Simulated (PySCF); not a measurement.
C₂H₄BBr, SMILES `BC(=C)Br`.

Computed with PySCF, LDA (SVWN)/def2-SVPD, geometry: GFN2-xTB. This is a single-reference result, which may miss multireference character in this system. No frequency check shows the geometry to be a minimum. GFN2-xTB bond lengths at metals and heavier atoms can be off by up to 0.1 Å and shapes distorted, which carries into these values.

Cartesian coordinates (Å):

```
B1      -1.7744    1.3178    0.0000
C2      -1.0140   -0.0243    0.0000
C3      -1.5768   -1.2339    0.0000
Br4      0.9205    0.0235    0.0000
H5      -2.9411    1.2858    0.0000
H6      -1.1990    2.3320    0.0000
H7      -2.6504   -1.3266    0.0000
H8      -1.0106   -2.1527    0.0000
```

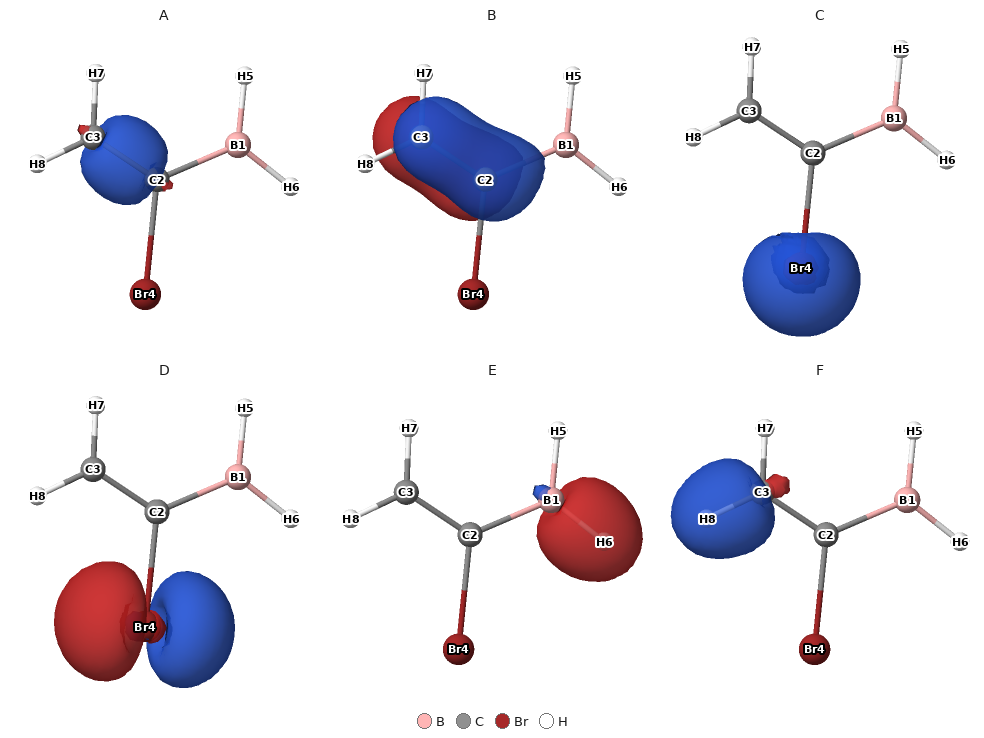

Pipek–Mezey orbitals, occupied; each surface holds about 70 % of the orbital's density. Energies are diagonal elements of the Fock matrix.

Question: Identify each orbital.

Answer: By panel:
- A: σ bond C2–C3 (C2 50 %, C3 49 %; −16.4 eV)
- B: π bond C2–C3 (C2 48 %, C3 43 %, B1 9 %; −8.4 eV)
- C: lone pair on Br4 (s-type) (Br4 100 %; −17.6 eV)
- D: lone pair on Br4 (p-type) (Br4 99 %; −7.3 eV)
- E: σ bond B1–H6 (B1 52 %, H6 48 %; −9.9 eV)
- F: σ bond C3–H8 (C3 57 %, H8 42 %; −12.9 eV)

The PySCF run took 14 s on 1 thread of Arm Neoverse V1, with other jobs on the host, peak memory 0.39 GiB.
